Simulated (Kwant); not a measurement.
Device: quantum point contact (saddle potential) in a GaAs two-dimensional gas. Effective mass 0.067 mₑ, grid spacing 2.7 nm, hard walls, nominal width 80 nm (29 grid rows, so walls 81 nm apart), one parabolic valley, scattering region 240 nm long along x; energies count from the band bottom; Fermi energy 0.0499 eV. Potential (V0 + ½k y²) cos²(πx/L) for |x| < L/2, with V0 swept from 0.052395 to 0 eV, k = 0.00034 eV/nm², L = 150 nm. Perpendicular field 1.1 T, also in the leads; orbital effect alone.

The device is made up for the run: typed textbook-type constants, with dimensions and the other settings drawn at random.

Model: effective-mass tight-binding model on a square grid, one spin, coherent transport at 0 K (Kwant). Conductance is in e²/h.

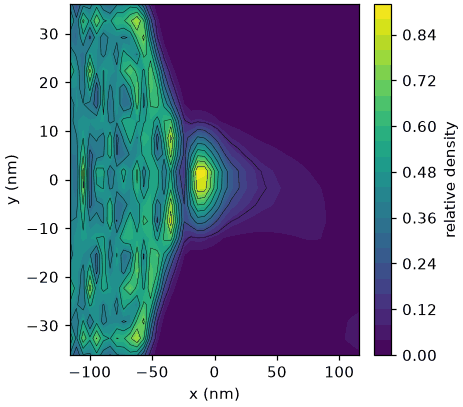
*Density of the scattering states that come in from the left lead, at gate = 0.039486 eV, in bins, relative to the largest site value*

The conductance there is 0.65 e²/h with 7 open channel(s) in the leads.
